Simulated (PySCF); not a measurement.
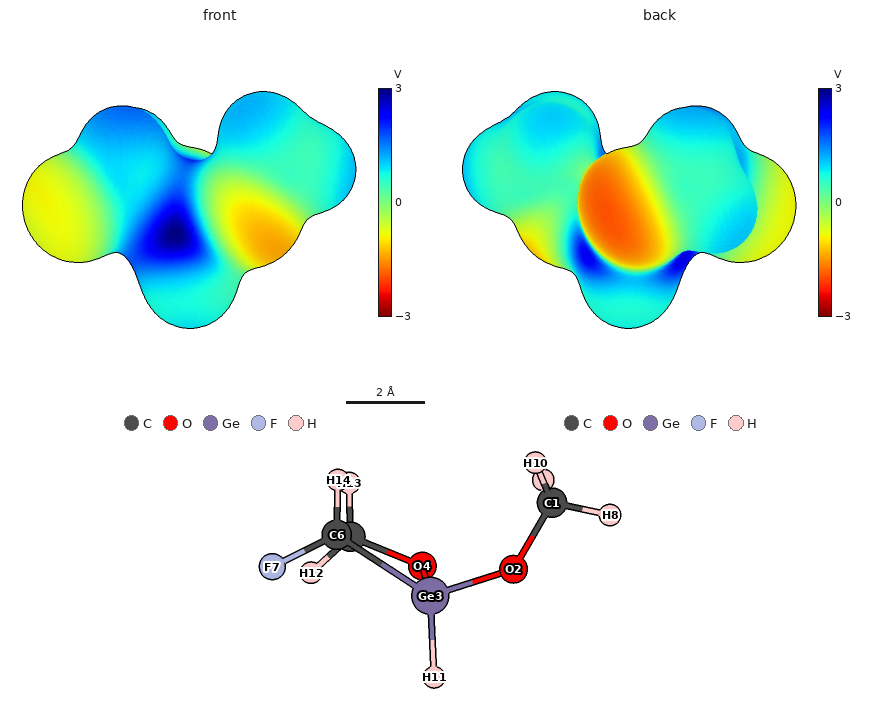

*C$_{3}$H$_{7}$FGeO$_{2}$. The molecular electrostatic potential painted on the density surface at 0.004 e/bohr³, seen from the front and from behind; red is negative and blue positive. The bare structure is drawn below in the same view.*

Geometry: GFN2-xTB.

All numbers below come from wB97X-D/def2-SVPD, SCF density, gas phase (PySCF 2.14.0).

Input file:

```
{"job": {"kind": "uv", "xc": "wB97X-D", "basis": "def2-SVPD", "nstates": 8, "ntriplets": 3}, "charge": 0, "multiplicity": 1}
C      2.317931     0.749686    -0.604733
O      1.864562    -0.512689    -0.147392
Ge     0.224155    -1.051868     0.097022
O     -0.889610    -0.438712    -1.217277
C     -1.932673     0.016803    -0.360410
C     -1.289605    -0.032492     1.024390
F     -2.033488    -0.698329     1.957991
H      3.268827     0.579127    -1.110678
H      1.614434     1.200513    -1.307432
H      2.475904     1.427324     0.236920
H      0.456998    -2.547185     0.163617
H     -2.790371    -0.658378    -0.408357
H     -2.241277     1.017273    -0.667793
H     -1.046465     0.948454     1.442067
```

Command:

```sh
OMP_NUM_THREADS=1 python probes_run.py task.json out
```

> Where is the surface potential most negative and most positive?

The most negative region (about −1.9 V) lies over O4, the most positive (about +2.8 V) over Ge3. O4 is the likeliest acceptor of a hydrogen bond.

> What dipole moment does the calculation give?

Its dipole moment is 1.63 D.
